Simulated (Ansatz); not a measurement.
## WSe2, response to strain

The parent structure is WSe₂ (space group P6_3/mmc, No. 194; a = 3.279 Å, c = 12.786 Å; layered, stacked along the Cartesian z axis).

Strains are applied to the cell and any free atomic positions relax.

The values are results of Ansatz (a program for electronic structure) PBE-D3(BJ), no spin-orbit coupling, not measurements.

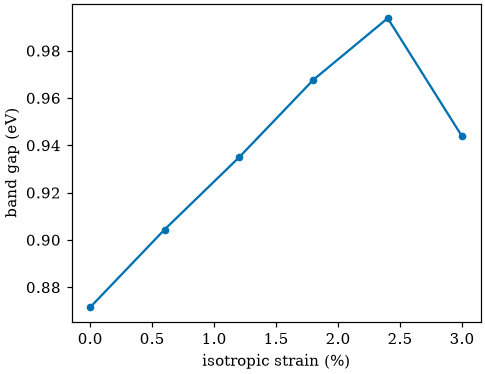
Band gap against isotropic strain

Task: From the plot, what is the band gap for isotropic strain +1.80 %?

Result: About 0.97 eV.

Task: Is the trend monotonic over the range shown?

Result: No, it turns within the range, spanning 0.87 eV to 0.99 eV.

With W present, leaving out spin-orbit coupling can change the band edges. No phonon test of stability was made.
